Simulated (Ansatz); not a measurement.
## Electronic structure of GeH$_{6}$Si$_{2}$ (SMILES [SiH3][SiH+][GeH2]) (charge +1, doublet) in real space

The calculation's input:

```
crystal:
  periodic: [false, false, false]
  atoms:
    - {symbol: Ge, position_ang: [2.346955, 0.479195, -1.699876]}
    - {symbol: Si, position_ang: [-1.533256, -0.029822, -0.488979]}
    - {symbol: Si, position_ang: [0.158715, -0.044682, -2.130469]}
    - {symbol: H, position_ang: [-0.852387, 0.365223, 0.771587]}
    - {symbol: H, position_ang: [-2.521368, 0.970895, -0.974703]}
    - {symbol: H, position_ang: [-2.061363, -1.420596, -0.474100]}
    - {symbol: H, position_ang: [-0.054339, -0.391322, -3.562154]}
    - {symbol: H, position_ang: [3.408230, 0.458070, -2.797814]}
    - {symbol: H, position_ang: [2.790947, 0.864974, -0.290748]}
basis:
  gaussian: {orbitals: def2-TZVPD}
total_charge: 1
magnetization: {spin_polarized: true, initial_magnetization: 1}
hamiltonian: {xc: {name: PBE0}}
output: {forces: true, orbitals: {seedname: orbitals}}
```

Run with:

```sh
ansatz run input.yaml --threads 2 --pin off --max-ram 4350MiB --events-out events.jsonl --progress --plain --runs-dir runs
```

Geometry: PBE0-D3(BJ)/def2-SVP.

Theory: Ansatz 0.2.0, isolated molecule in a Gaussian basis; Kohn-Sham density functional theory, functional PBE0.

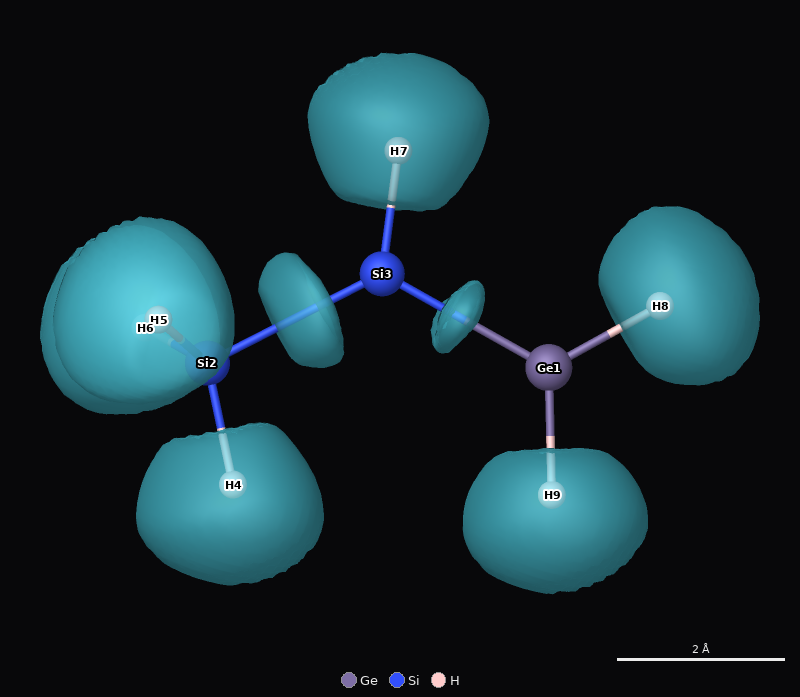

Figure 1. Isosurface of the electron localisation function at 0.85 (cyan), seen at a tilt. Only the valence region is drawn (cores and ρ < 0.01 e/Å³ removed).

> Describe the localisation domains.

The surface consists of one region between bonded Ge–Si atoms (shared pairs), one region between bonded Si–Si atoms (shared pairs) and six regions around hydrogen nuclei. Profiles from the grid: Si–Ge (2.29 Å): the ELF peaks at about 0.90 between the atoms: a shared electron pair. Si–Si (2.36 Å): the ELF peaks at about 1 between the atoms, as expected for a covalent bond.

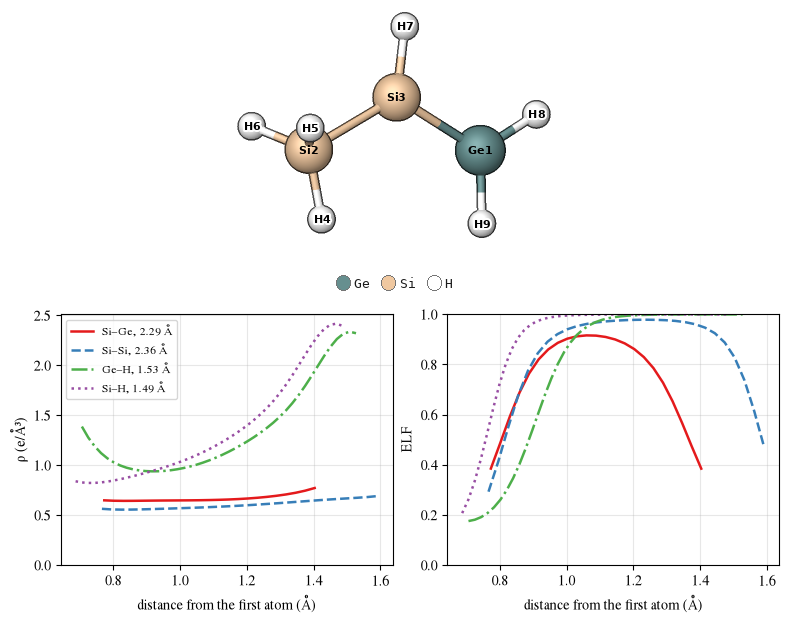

Figure 2. Total electron density and ELF along straight lines between neighbouring atoms. The curves leave out the atomic cores. The structure is drawn too.

> Compare the contacts.

Si–Ge (2.29 Å): ρ is about 0.66 e/Å³ halfway; the ELF peaks at about 0.90 between the atoms: localised, covalent bonding.
Si–Si (2.36 Å): ρ at the midpoint is about 0.6 e/Å³; the ELF peaks at about 1 between the atoms, as expected for localised, covalent bonding.
Ge–H (1.53 Å): ρ at the midpoint is about 1.1 e/Å³; the ELF climbs to about 1 towards the hydrogen.
Si–H (1.49 Å): ρ is about 0.82 e/Å³ halfway; the ELF climbs to about 1 towards the hydrogen.

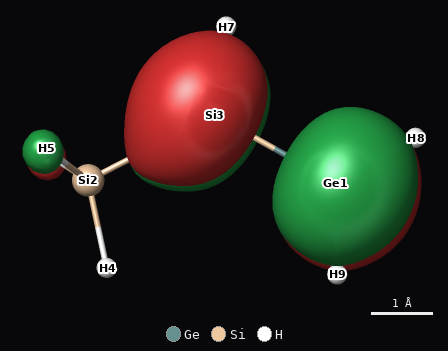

Figure 3. The LUMO (α) at ±0.1 Å⁻³ᐟ² (green and red are the two phases), seen across its widest extent.

> Where does this orbital lie, and at what energy?

It lies mainly on Ge1 (about 45 %) and Si3 (about 40 %); π-antibonding (π*) across Ge1–Si3. Its energy is −7.68 eV.
